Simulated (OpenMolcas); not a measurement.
**quartet OH at 6 levels**

We compute a comparison of 6 runs (ROHF/pcseg-0, UHF/pcseg-0, UM06-2X/pcseg-0, USVWN5/pcseg-0, ROMP2/pcseg-0, ROCCSD(T)/pcseg-0) of quartet OH. 

The results are computed with OpenMolcas 26.06.

## (1) The molecule

OH has 2 atoms, charge 0, and is taken as a quartet. As SMILES of the parent species, `[OH]`. The shape is that of a GFN2-xTB optimisation. That shape belongs to the parent species and isn't relaxed for this state.

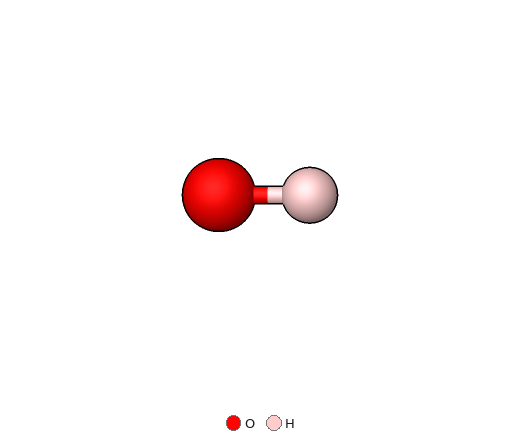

The structure, seen from a chosen angle (oxygen red, hydrogen pink).

## (2) A single-point energy at ROHF/pcseg-0 (run 1)

mol.xyz reads:

```xyz
2

O      0.411770    -0.131830     0.212430
H     -0.411770     0.131830    -0.212430
```

step1.inp reads:

```
* HO Hartree-Fock
>>> EXPORT MOLCAS_PRINT=2

&GATEWAY
  BASLIB=$CurrDir
  COORD=mol.xyz
  BASIS=pcseg-0
  GROUP=NoSym

&SEWARD

&SCF
  UHF
  SPIN=4
  PRORBITALS=1 1

&RASSCF
  FILEORB=$Project.UnaOrb
  SPIN=4
  NACTEL=3 0 0
  INACTIVE=3
  RAS2=3
  OUTORBITALS=Canonical
  ORBLISTING=Nothing
```

The basis set pcseg-0 is read from a file made from the Basis Set Exchange's data (not shown).

The run is started by

```
$ export MOLCAS_MEM=1860
$ pymolcas step1.inp > step1.log
```

What it wrote:

```text
--- Start Module: gateway ---
[...]
--- Stop Module: gateway /rc=_RC_ALL_IS_WELL_ ---
[...]
      Basis functions           11
[...]
--- Start Module: scf ---
[...]
       Convergence after  12 Iterations
[...]
::    Total SCF energy                                -74.9029944662
[...]
      Total spin, S                                     1.5013642190
[...]
--- Stop Module: scf /rc=_RC_ALL_IS_WELL_ ---
--- Start Module: rasscf ---
[...]
      Number of active orbitals                  3
[...]
      Spin quantum number                      1.5
[...]
      Active orbitals                            3
[...]
      Number of CSFs                             1
[...]
      Number of root(s) required                 1
[...]
      Convergence after  7 iterations
[...]
      printout of CI-coefficients larger than  0.05 for root  1
      energy=     -74.898634
      conf/sym  111     Coeff  Weight
             1  uuu   1.00000 1.00000
      Natural orbitals and occupation numbers for root  1
      sym 1:   1.000000   1.000000   1.000000
      ************************************************************************************************************************
      *                                                    Final results                                                     *
[...]
::    RASSCF root number  1 Total energy:    -74.89863376
[...]
      Total electronic charge=    9.000000
      Total            charge=   -0.000000
[...]
      Dipole Moment (debye):
      Origin of the operator (angstrom)=    0.3630   -0.1162    0.1872
                   X=  2.2067E+00               Y= -7.0648E-01               Z=  1.1384E+00           Total=  2.5816E+00
      Quadrupole Moment (debye*angstrom):
[...]
--- Stop Module: rasscf /rc=_RC_ALL_IS_WELL_ ---
[...]
```

Run time: 2.4 s. Hardware: 1 thread of Arm Neoverse V1, shared host; peak memory 0.37 GiB.

## (3) A single-point energy at UHF/pcseg-0 (run 2)

mol.xyz is that of step 2.

mol.input reads:

```
* HO Hartree-Fock

&GATEWAY
  BasLib
  $CurrDir
  Coord
  mol.xyz
  Basis
  pcseg-0
  Group
  NoSym

&SEWARD

&SCF
  UHF
  Spin
  4
  Thresholds
  1e-10 1e-07 1e-07 1e-05
  PrOrbitals
  1 1
```

The basis set pcseg-0 is read from a file made from the Basis Set Exchange's data (not shown).

The run is started by

```
$ export MOLCAS_MEM=1860
$ pymolcas mol.input > mol.log
```

What it wrote:

```text
--- Start Module: gateway ---
[...]
--- Stop Module: gateway /rc=_RC_ALL_IS_WELL_ ---
--- Start Module: seward ---
[...]
      Basis functions           11
--- Stop Module: seward /rc=_RC_ALL_IS_WELL_ ---
--- Start Module: scf ---
[...]
       Convergence after  13 Iterations
[...]
::    Total SCF energy                                -74.9029944662
[...]
      Total spin, S                                     1.5013642191
[...]
      Total electronic charge=    9.000000
      Total            charge=   -0.000000
[...]
      Dipole Moment (debye):
      Origin of the operator (angstrom)=    0.3630   -0.1162    0.1872
                   X=  2.2317E+00               Y= -7.1448E-01               Z=  1.1513E+00           Total=  2.6108E+00
      Quadrupole Moment (debye*angstrom):
[...]
--- Stop Module: scf /rc=_RC_ALL_IS_WELL_ ---
[...]
```

Wall time 1.7 s (1 thread of Arm Neoverse V1, shared host); peak memory 0.37 GiB.

Runs 3 to 4 aren't shown in full; the table further down has their settings and results.

## (4) A single-point energy at ROMP2/pcseg-0 (run 5)

mol.xyz is that of step 3.

mol.inp reads:

```
&GATEWAY
 BasLib = $CurrDir
 Coord = mol.xyz
 Basis = pcseg-0
 Group = NoSym

&SEWARD

&SCF
 UHF
 Spin = 4
 Thresholds = 1e-10 1e-07 1e-07 1e-05
 PrOrbitals = 1 1

&RASSCF
 FileOrb = $Project.UnaOrb
 Spin = 4
 Nactel = 3 0 0
 Inactive = 3
 Ras2 = 3
 OutOrbitals = Canonical
 OrbListing = Nothing

&CASPT2
 IPEA = 0.0
 Frozen = 1
```

The basis set pcseg-0 is read from a file made from the Basis Set Exchange's data (not shown).

The run is started by

```
$ export MOLCAS_MEM=1860
$ pymolcas mol.inp > mol.log
```

What it wrote:

```text
--- Start Module: gateway ---
[...]
--- Stop Module: gateway /rc=_RC_ALL_IS_WELL_ ---
[...]
      Basis functions           11
[...]
       Convergence after  13 Iterations
[...]
::    Total SCF energy                                -74.9029944662
[...]
      Total spin, S                                     1.5013642191
[...]
--- Start Module: rasscf ---
[...]
      Number of active orbitals                  3
[...]
      Spin quantum number                      1.5
[...]
      Active orbitals                            3
[...]
      Number of CSFs                             1
[...]
      Number of root(s) required                 1
[...]
      Convergence after  7 iterations
[...]
      printout of CI-coefficients larger than  0.05 for root  1
      energy=     -74.898634
      conf/sym  111     Coeff  Weight
             1  uuu   1.00000 1.00000
      Natural orbitals and occupation numbers for root  1
      sym 1:   1.000000   1.000000   1.000000
      ************************************************************************************************************************
      *                                                    Final results                                                     *
[...]
::    RASSCF root number  1 Total energy:    -74.89863376
[...]
      Total electronic charge=    9.000000
      Total            charge=   -0.000000
[...]
      Dipole Moment (debye):
      Origin of the operator (angstrom)=    0.3630   -0.1162    0.1872
                   X=  2.2067E+00               Y= -7.0648E-01               Z=  1.1384E+00           Total=  2.5816E+00
      Quadrupole Moment (debye*angstrom):
[...]
--- Stop Module: rasscf /rc=_RC_ALL_IS_WELL_ ---
--- Start Module: caspt2 ---
[...]
 ###    WARNING: User changed nr of frozen orbitals.                         ###
 ###############################################################################
[...]
      E2 (Variational):          -0.0662752803
      Total energy:             -74.9649090448
[...]
      Reference weight:           0.98316
[...]
::    CASPT2 Root  1     Total energy:    -74.96490904
[...]
--- Stop Module: caspt2 /rc=_RC_ALL_IS_WELL_ ---
[...]
```

Wall time 2.4 s (1 thread of Arm Neoverse V1, shared host); peak memory 0.37 GiB.

## (5) A single-point energy at ROCCSD(T)/pcseg-0 (run 6)

mol.xyz is that of step 4.

mol.input reads:

```
&GATEWAY
  BasLib = $CurrDir
  Coord = mol.xyz
  Basis = pcseg-0
  Group = NoSym

&SEWARD

&SCF
  UHF
  Spin = 4
  Thresholds = 1e-10 1e-07 1e-07 1e-05
  PrOrbitals = 1 1

&RASSCF
  FileOrb = $Project.UnaOrb
  Spin = 4
  Nactel = 3 0 0
  Inactive = 3
  Ras2 = 3
  OutOrbitals = Canonical
  OrbListing = Nothing

&MOTRA
  JobIph
  Frozen = 1

&CCSDT
  CCT
  Triples = 3
  Iterations = 80
  Accuracy = 1e-08
  Extrapolation = 5 4
```

The basis set pcseg-0 is read from a file made from the Basis Set Exchange's data (not shown).

The run is started by

```
$ export MOLCAS_MEM=1860
$ pymolcas mol.input > mol.log
```

What it wrote:

```text
--- Start Module: gateway ---
[...]
--- Stop Module: gateway /rc=_RC_ALL_IS_WELL_ ---
[...]
      Basis functions           11
[...]
       Convergence after  13 Iterations
[...]
::    Total SCF energy                                -74.9029944662
[...]
      Total spin, S                                     1.5013642191
[...]
      Number of active orbitals                  3
[...]
      Spin quantum number                      1.5
[...]
      Active orbitals                            3
[...]
      Number of CSFs                             1
[...]
      Number of root(s) required                 1
[...]
      Convergence after  7 iterations
[...]
      printout of CI-coefficients larger than  0.05 for root  1
      energy=     -74.898634
      conf/sym  111     Coeff  Weight
             1  uuu   1.00000 1.00000
      Natural orbitals and occupation numbers for root  1
      sym 1:   1.000000   1.000000   1.000000
      ************************************************************************************************************************
      *                                                    Final results                                                     *
[...]
::    RASSCF root number  1 Total energy:    -74.89863376
[...]
      Total electronic charge=    9.000000
      Total            charge=   -0.000000
[...]
      Dipole Moment (debye):
      Origin of the operator (angstrom)=    0.3630   -0.1162    0.1872
                   X=  2.2067E+00               Y= -7.0648E-01               Z=  1.1384E+00           Total=  2.5816E+00
      Quadrupole Moment (debye*angstrom):
[...]
--- Start Module: motra ---
[...]
      *** WARNING: Default frozen orbitals is overwritten by user input.
      *** Default values:   1
[...]
--- Stop Module: motra /rc=_RC_ALL_IS_WELL_ ---
--- Start Module: ccsdt ---
[...]
      Convergence after                    10  Iterations
      Total energy (diff) :     -74.97007283      -0.00000000
[...]
 METHOD                       : CCSD+T(CCSD)+<T3(1)WT1>+<T3(1)UT2> = CCSD(T)
[...]
       CCSD     =       -74.9700728282143
[...]
--- Stop Module: ccsdt /rc=_RC_ALL_IS_WELL_ ---
[...]
```

Run time: 2.5 s. Hardware: 1 thread of Arm Neoverse V1, shared host; peak memory 0.37 GiB.

## (6) All runs side by side

```csv
run,level,SCF convergence threshold,integration grid,frozen core orbitals,energy (Eh),dipole moment (D),wall time
1,ROHF/pcseg-0,–,–,–,-74.898634,2.58,2.4 s
2,UHF/pcseg-0,1e-10,–,–,-74.902994,2.61,1.7 s
3,UM06-2X/pcseg-0,1e-10,UltraFine,–,-75.169586,2.64,3.9 s
4,USVWN5/pcseg-0,1e-10,UltraFine,–,-74.637095,2.66,2.9 s
5,ROMP2/pcseg-0,1e-10,–,1,-74.964909,–,2.4 s
6,ROCCSD(T)/pcseg-0,1e-10,–,1,-74.970326,–,2.5 s
```

## (7) What came out

| quantity | value |
| --- | --- |
| run 6: total energy | -74.97033 Eh |
| run 6: (T) correction | -0.25 mEh |

Among the runs that give it from their own density at one geometry, the dipole moment runs from 2.58 D (ROHF/pcseg-0) to 2.66 D (USVWN5/pcseg-0). Totals of different functionals can't be ranked against each other. All runs together took 16 s, the longest 3.9 s.
